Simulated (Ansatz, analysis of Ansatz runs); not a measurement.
**A hop of Sr in SrLa2S4 (I-42d), charge +2**

Wanted: path and barrier of a jump of Sr in SrLa2S4 (I-42d) at charge +2. The case: Sr_i hop between interstitial places, in a cell of 56 host atoms with 1 Sr put in.

Main program and level: Ansatz 0.2.0; plane-wave PAW DFT, PBEsol; nudged elastic band between two relaxed defect structures at fixed charge in a uniform background.

### 1. Starting point

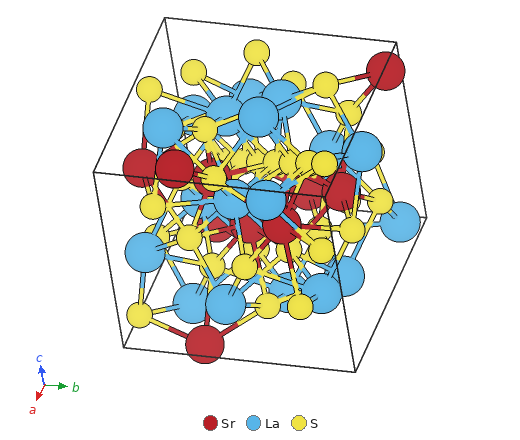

The starting structure, seen slightly off an axis (strontium red, lanthanum blue, sulfur yellow). Some periodic images of atoms are drawn too.

The cell holds 57 atoms: 9 Sr, 16 La and 32 S. Cell: a = 12.257 Å, b = 12.257 Å, c = 12.277 Å, α = 59.9°, β = 59.9°, γ = 60.1°. It derives from SrLa2S4 (space group I-42d). Nearest the centre at fractional (0.323, 0.921, 0.749): S41 at 1.43 Å, Sr6 at 1.61 Å, Sr57 at 1.91 Å, S50 at 2.69 Å, La18 at 2.91 Å, S35 at 3.14 Å, La9 at 3.30 Å, S29 at 3.44 Å. The cell carries charge +2.

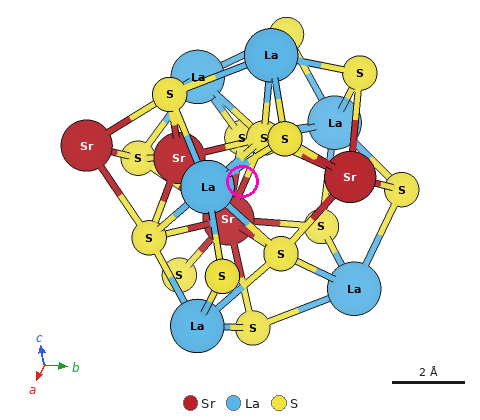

The atoms within 5 Å of the centre. A ring marks the centre wherever it is empty.

The cell's shortest repeat is 12.3 Å.

### 2. Relaxation of the start point, charge +2

A barrier is counted from a minimum, so both ends are relaxed first. Small random displacements break the symmetry of the ideal sites, so that the defect can distort if it gains by it. The charge of +2 is set by the electron count, and a uniform background keeps the cell neutral.

qp2.start/input.yaml

```yaml
crystal:
  lattice:
    - [0.0, 8.68134836, 8.65211018]
    - [8.68134836, 0.0, 8.65211018]
    - [8.68134836, 8.68134836, 0.0]
  atoms:
    - { symbol: Sr, position: [0.0, 0.0, 0.5] }
    - { symbol: Sr, position: [0.25, 0.25, 0.75] }
    - { symbol: Sr, position: [0.5, 0.5, 0.0] }
    - { symbol: Sr, position: [0.75, 0.75, 0.25] }
    - { symbol: Sr, position: [0.125, 0.625, 0.375] }
    - { symbol: Sr, position: [0.375, 0.875, 0.625] }
    - { symbol: Sr, position: [0.625, 0.125, 0.875] }
    - { symbol: Sr, position: [0.875, 0.375, 0.125] }
    - { symbol: La, position: [0.12718951, 0.74781049, 0.00218951] }
    - { symbol: La, position: [0.37718951, 0.99781049, 0.25218951] }
    - { symbol: La, position: [0.62718951, 0.24781049, 0.50218951] }
    - { symbol: La, position: [0.87718951, 0.49781049, 0.75218951] }
    - { symbol: La, position: [0.00218951, 0.12281049, 0.74781049] }
    - { symbol: La, position: [0.25218951, 0.37281049, 0.99781049] }
    - { symbol: La, position: [0.50218951, 0.62281049, 0.24781049] }
    - { symbol: La, position: [0.75218951, 0.87281049, 0.49781049] }
    - { symbol: La, position: [0.24781049, 0.62718951, 0.62281049] }
    - { symbol: La, position: [0.49781049, 0.87718951, 0.87281049] }
    - { symbol: La, position: [0.74781049, 0.12718951, 0.12281049] }
    - { symbol: La, position: [0.99781049, 0.37718951, 0.37281049] }
    - { symbol: La, position: [0.12281049, 0.00218951, 0.12718951] }
    - { symbol: La, position: [0.37281049, 0.25218951, 0.37718951] }
    - { symbol: La, position: [0.62281049, 0.50218951, 0.62718951] }
    - { symbol: La, position: [0.87281049, 0.75218951, 0.87718951] }
    - { symbol: S, position: [0.22321113, 0.47228537, 0.19989614] }
    - { symbol: S, position: [0.47321113, 0.72228537, 0.44989614] }
    - { symbol: S, position: [0.72321113, 0.97228537, 0.69989614] }
    - { symbol: S, position: [0.97321113, 0.22228537, 0.94989614] }
    - { symbol: S, position: [0.09821113, 0.84728537, 0.72960737] }
    - { symbol: S, position: [0.34821113, 0.09728537, 0.97960737] }
    - { symbol: S, position: [0.59821113, 0.34728537, 0.22960737] }
    - { symbol: S, position: [0.84821113, 0.59728537, 0.47960737] }
    - { symbol: S, position: [0.10460737, 0.19989614, 0.22321113] }
    - { symbol: S, position: [0.35460737, 0.44989614, 0.47321113] }
    - { symbol: S, position: [0.60460737, 0.69989614, 0.72321113] }
    - { symbol: S, position: [0.85460737, 0.94989614, 0.97321113] }
    - { symbol: S, position: [0.07489614, 0.47960737, 0.84821113] }
    - { symbol: S, position: [0.32489614, 0.72960737, 0.09821113] }
    - { symbol: S, position: [0.57489614, 0.97960737, 0.34821113] }
    - { symbol: S, position: [0.82489614, 0.22960737, 0.59821113] }
    - { symbol: S, position: [0.22228537, 0.97321113, 0.85460737] }
    - { symbol: S, position: [0.47228537, 0.22321113, 0.10460737] }
    - { symbol: S, position: [0.72228537, 0.47321113, 0.35460737] }
    - { symbol: S, position: [0.97228537, 0.72321113, 0.60460737] }
    - { symbol: S, position: [0.19989614, 0.10460737, 0.47228537] }
    - { symbol: S, position: [0.44989614, 0.35460737, 0.72228537] }
    - { symbol: S, position: [0.69989614, 0.60460737, 0.97228537] }
    - { symbol: S, position: [0.94989614, 0.85460737, 0.22228537] }
    - { symbol: S, position: [0.22960737, 0.82489614, 0.34728537] }
    - { symbol: S, position: [0.47960737, 0.07489614, 0.59728537] }
    - { symbol: S, position: [0.72960737, 0.32489614, 0.84728537] }
    - { symbol: S, position: [0.97960737, 0.57489614, 0.09728537] }
    - { symbol: S, position: [0.09728537, 0.34821113, 0.57489614] }
    - { symbol: S, position: [0.34728537, 0.59821113, 0.82489614] }
    - { symbol: S, position: [0.59728537, 0.84821113, 0.07489614] }
    - { symbol: S, position: [0.84728537, 0.09821113, 0.32489614] }
    - { symbol: Sr, position: [0.37693, 0.74807, 0.87307] }
total_charge: 2
basis:
  ecutwfc: 420
  xc_grid: 2
hamiltonian:
  xc: pbesol
kpoints:
  mp_grid: { grid: [1, 1, 1], shift: [0.25, 0.25, 0.25] }
scf:
  occupations: { method: fixed }
  max_iter: 120
output:
  forces: true
relax:
  f_tol: 0.02
  max_steps: 70
  random_displacement: { amplitude: 0.03, seed: 7925 }
```

Command:

```bash
> ansatz run input.yaml --threads 32 --pin off --max-ram 84787MiB --backend cuda --events-out ev --progress --plain --runs-dir out --max-vram 78GiB
```

Log:

```text
[... repeated set-up lines and file paths are left out, and long positions are rounded to six places ...]
[...]
Engine: ansatz 0.2.0, aarch64-unknown-linux-gnu
[...]
Pseudopotential: Sr, paw, valence charge 10, recommended cutoff 420 eV (normal), Sr.paw.azcp
Pseudopotential: La, paw, valence charge 11, recommended cutoff 420 eV (normal), La.paw.azcp
Pseudopotential: S, paw, valence charge 6, recommended cutoff 420 eV (normal), S.paw.azcp
Functional definition: PBEsol
[...]
Crystal: 57 atoms, lattice volume = 1304.147 Å³
Basis set: ecut = 420 eV, 25573 PW (Γ), exchange–correlation on 180×180×180 points (8 copies of the dense FFT grid, shifted against one another)
Bands: 285, of which v1, the nominal top of the filled ones, is band 228 counted from 1 (227 counted from 0)
[...]
k-points: 1
[...]
SCF 1 converged in 6 iterations: F = -158466.333465 eV  dr2 = 7.39e-6
[...]
relax step   1: F+E_penalty+E_count = -158466.33346455 eV  Δ(F+E_penalty+E_count) = +0.000e0 eV  max|allowed force component| = 4.063e0 eV/Å  Δτ_max = 0.0000 Å  (6 SCF iters, dr2 threshold 1.00e-5 eV, [...]
[... the SCF cycles and remarks between the steps are left out from here to the last step ...]
relax step   9: F+E_penalty+E_count = -158470.44143533 eV  Δ(F+E_penalty+E_count) = -6.309e-4 eV  max|allowed force component| = 1.295e-2 eV/Å  Δτ_max = 0.0454 Å  (6 SCF iters, accepted)
relax step  12: F+E_penalty+E_count = -158470.44669173 eV  Δ(F+E_penalty+E_count) = -3.343e-3 eV  max|allowed force component| = 8.146e-2 eV/Å  Δτ_max = 0.1823 Å  (7 SCF iters, accepted)
[...]
SCF 17 converged in 5 iterations: F = -158470.458100 eV  dr2 = 1.71e-7
[...]
relax step  18: F+E_penalty+E_count = -158470.45864603 eV  Δ(F+E_penalty+E_count) = -5.462e-4 eV  max|allowed force component| = 1.069e-2 eV/Å  Δτ_max = 0.0167 Å  (6 SCF iters, accepted)
[...]
```

The job ended after 10 s (1 × NVIDIA GB200 with 32 threads of Arm Neoverse V2, shared host; peak memory 1.3 GiB; 42 s of CPU time).

The steps of the relaxation:

```csv
step,energy less that of the first step (eV),largest force component (eV/Å)
1,0.0000,4.0626
3,-4.0286,0.2219
5,-4.1035,0.0600
7,-4.1071,0.0202
9,-4.1080,0.0129
11,-4.1099,0.0214
13,-4.1124,0.1558
15,-4.1220,0.0239
17,-4.1246,0.0209
18,-4.1252,0.0107
```

Relaxation step 13 was tried and not accepted.

The atoms that moved most (Å, from the sites as typed, ahead of the random displacement):

```csv
atom,dx,dy,dz,length
Sr6,-0.346,-0.542,0.174,0.666
Sr57,-0.015,-0.415,0.389,0.569
S41,0.453,-0.217,-0.195,0.539
La18,0.159,0.366,0.277,0.486
S35,-0.121,0.280,0.098,0.321
La9,0.187,-0.074,-0.230,0.305
S50,-0.044,0.091,-0.271,0.290
Sr3,-0.073,0.167,-0.080,0.199
```

Neighbours of Sr57 at the end:

```csv
atom,distance (Å)
S35,2.608
S41,2.612
S54,2.680
S38,2.735
Sr6,2.818
La18,3.037
La9,3.159
S50,3.241
```

Read from the output:

- free energy: -158470.4586 eV
- r.m.s. move of the farther half of the atoms: 0.05708 Å
- largest move from the ideal geometry of this structure, a common shift of the far atoms taken out: 0.6658 Å

The relaxation gained 4.125 eV and ended with a largest force component of 0.011 eV/Å.

### 3. Relaxation of the end point, charge +2

The end point is relaxed in the same cell and settings, so that the two energies compare. Atoms more than 3.2 Å from the middle of the hop start where the first relaxation left them, the nearer ones on or close to their ideal places, with small random displacements.

qp2.end/input.yaml

```yaml
crystal:
  lattice:
    - [0.0, 8.68134836, 8.65211018]
    - [8.68134836, 0.0, 8.65211018]
    - [8.68134836, 8.68134836, 0.0]
  atoms:
    - { symbol: Sr, position: [0.00242354, 0.00067774, 0.49645338] }
    - { symbol: Sr, position: [0.24728568, 0.24918036, 0.75154258] }
[... 3 atom lines left out ...]
    - { symbol: Sr, position: [0.375, 0.875, 0.625] }
[... 2 atom lines left out ...]
    - { symbol: La, position: [0.09807411, 0.75136493, 0.02047966] }
[... 3 atom lines left out ...]
    - { symbol: La, position: [-0.00727115, 0.12996562, 0.74353353] }
[... 4 atom lines left out ...]
    - { symbol: La, position: [0.49781049, 0.87718951, 0.87281049] }
[... 10 atom lines left out ...]
    - { symbol: S, position: [0.10739005, 0.84886316, 0.72716057] }
[... 5 atom lines left out ...]
    - { symbol: S, position: [0.60460737, 0.69989614, 0.72321113] }
[... 2 atom lines left out ...]
    - { symbol: S, position: [0.33008942, 0.73090191, 0.08800332] }
[... 2 atom lines left out ...]
    - { symbol: S, position: [0.22228537, 0.97321113, 0.85460737] }
[... 8 atom lines left out ...]
    - { symbol: S, position: [0.47960737, 0.07489614, 0.59728537] }
[... 3 atom lines left out ...]
    - { symbol: S, position: [0.34963723, 0.59072255, 0.82446586] }
[... 2 atom lines left out ...]
    - { symbol: Sr, position: [0.2682, 1.0945, 0.6258] }
total_charge: 2
basis:
  ecutwfc: 420
  xc_grid: 2
hamiltonian:
  xc: pbesol
kpoints:
  mp_grid: { grid: [1, 1, 1], shift: [0.25, 0.25, 0.25] }
scf:
  occupations: { method: fixed }
  max_iter: 120
output:
  forces: true
relax:
  f_tol: 0.02
  max_steps: 70
  random_displacement: { amplitude: 0.01, seed: 7925 }
```

Log:

```text
[...]
Crystal: 57 atoms, lattice volume = 1304.147 Å³
Basis set: ecut = 420 eV, 25573 PW (Γ), exchange–correlation on 180×180×180 points (8 copies of the dense FFT grid, shifted against one another)
Bands: 285, of which v1, the nominal top of the filled ones, is band 228 counted from 1 (227 counted from 0)
[...]
SCF iter   2: F=—  HF=-158465.580378 eV  |F-HF|=—  |Δ(HF+E_count)|=   1.86e-1  Δρ=2.35e-3  dr2=9.42e-2  ethr=1.87e-4  ⟨swp⟩=4.0  Hψ=519  notcnv=0  defer=55
[...]
SCF iter   6: F=-158465.560729 eV  HF=-158465.560732 eV  |F-HF|=3.25e-6  |Δ(HF+E_count)|=   4.40e-6  Δρ=1.88e-5  dr2=8.40e-6  ethr=2.19e-9  ⟨swp⟩=4.0  Hψ=1078  notcnv=0
SCF 1 converged in 6 iterations: F = -158465.560729 eV  dr2 = 8.40e-6
[...]
relax step   1: F+E_penalty+E_count = -158465.56072894 eV  Δ(F+E_penalty+E_count) = +0.000e0 eV  max|allowed force component| = 6.745e0 eV/Å  Δτ_max = 0.0000 Å  (6 SCF iters, dr2 threshold 1.00e-5 eV, [...]
[...]
relax step   9: F+E_penalty+E_count = -158470.47179175 eV  Δ(F+E_penalty+E_count) = -2.520e-3 eV  max|allowed force component| = 2.905e-2 eV/Å  Δτ_max = 0.0267 Å  (4 SCF iters, dr2 threshold 1.33e-5 e [...]
[...]
relax step  10: F+E_penalty+E_count = -158470.47253666 eV  Δ(F+E_penalty+E_count) = -7.449e-4 eV  max|allowed force component| = 5.718e-3 eV/Å  Δτ_max = 0.0127 Å  (5 SCF iters, accepted)
[...]
```

Run time: 6.3 s. Hardware: 1 × NVIDIA GB200 with 32 threads; peak memory 1.4 GiB.

The steps of the relaxation:

```csv
step,energy less that of the first step (eV),largest force component (eV/Å)
1,0.0000,6.7450
3,-4.7302,0.3830
5,-4.8900,0.1367
7,-4.9062,0.0567
9,-4.9111,0.0290
10,-4.9118,0.0057
```

The atoms that moved most (Å, from the sites as typed, ahead of the random displacement):

```csv
atom,dx,dy,dz,length
Sr6,-0.531,0.349,-0.170,0.658
La13,0.344,-0.043,-0.264,0.436
S45,-0.233,-0.270,0.169,0.395
Sr57,-0.155,-0.137,-0.292,0.358
S41,0.261,0.121,-0.107,0.307
La22,-0.116,-0.154,0.226,0.297
La9,-0.155,0.088,0.227,0.289
Sr3,0.095,-0.202,0.127,0.256
```

Neighbours of Sr57 at the end:

```csv
atom,distance (Å)
S41,2.611
S45,2.612
S50,2.684
S53,2.730
Sr6,2.818
La13,3.028
La22,3.164
S29,3.233
```

This step gave:

| Item | Value |
| --- | --- |
| free energy | -158470.4725 eV |
| r.m.s. move of the farther half of the atoms | 0.06725 Å |
| largest move from the ideal geometry of this structure, a common shift of the far atoms taken out | 0.6677 Å |

The relaxation gained 4.912 eV and ended with a largest force component of 0.0057 eV/Å. The end lies 0.014 eV below the start.

(Continued in part 2 of 2.)

[Logs are printed without paths, hosts, clocks, repeated set-up lines and the standing remarks that a program may print on its own settings, such as how far it seeks lower states.]

[Hosts, paths, dates, database ids (printed as entryN), source tags and the programs' standing remarks are cut or masked in the printed files.]
